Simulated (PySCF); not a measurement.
Potential energy surface of H3 (cation, charge +1), singlet: map of symmetric stretch and bend. Scanned: H-H bond length and H-H-H angle.

Method: restricted Hartree-Fock/LANL2DZ run with PySCF.

Energy in mEh above the lowest grid point; x is the H-H bond length (Å), y the H-H-H angle (°).

| y \ x | 0.74 | 0.77 | 0.83 | 0.87 | 0.90 | 0.96 | 1.01 | 1.03 | 1.09 | 1.14 | 1.17 |
|---|---|---|---|---|---|---|---|---|---|---|---|
| 180 | 54.0 | 51.3 | 51.1 | 53.7 | 56.9 | 65.4 | 74.2 | 78.0 | 90.2 | 101.1 | 107.7 |
| 171.07 | 53.9 | 51.2 | 50.9 | 53.6 | 56.8 | 65.3 | 74.1 | 77.9 | 90.1 | 100.9 | 107.6 |
| 162.37 | 53.4 | 50.8 | 50.6 | 53.3 | 56.4 | 65.0 | 73.7 | 77.5 | 89.8 | 100.6 | 107.2 |
| 150.57 | 51.9 | 49.4 | 49.3 | 52.1 | 55.3 | 63.9 | 72.7 | 76.5 | 88.7 | 99.6 | 106.2 |
| 138 | 48.8 | 46.4 | 46.7 | 49.7 | 53.0 | 61.7 | 70.6 | 74.5 | 86.7 | 97.6 | 104.3 |
| 127.59 | 44.7 | 42.5 | 43.1 | 46.3 | 49.7 | 58.8 | 67.8 | 71.7 | 84.1 | 95.0 | 101.7 |
| 120.77 | 41.2 | 39.0 | 39.9 | 43.3 | 46.9 | 56.1 | 65.3 | 69.2 | 81.7 | 92.7 | 99.5 |
| 111.55 | 35.4 | 33.4 | 34.6 | 38.2 | 41.9 | 51.5 | 60.8 | 64.9 | 77.6 | 88.7 | 95.5 |
| 97.86 | 25.2 | 23.0 | 24.3 | 28.2 | 32.1 | 42.1 | 51.9 | 56.0 | 69.1 | 80.4 | 87.4 |
| 88.65 | 17.7 | 15.2 | 16.2 | 20.0 | 24.0 | 34.1 | 44.1 | 48.3 | 61.6 | 73.1 | 80.1 |
| 82.26 | 12.9 | 9.9 | 10.2 | 13.8 | 17.7 | 27.8 | 37.8 | 42.1 | 55.4 | 67.0 | 74.0 |
| 70 | 7.1 | 2.3 | 0.0 | 2.3 | 5.6 | 14.8 | 24.3 | 28.5 | 41.7 | 53.2 | 60.2 |

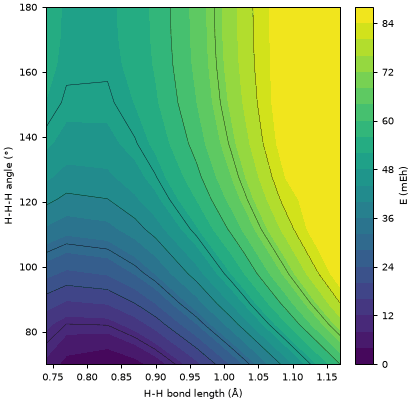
*Energy surface, cut off at 88 mEh.*

Points that lie below all their neighbours on the grid: x = 0.83, y = 70 on the edge of the grid (0.0 mEh).
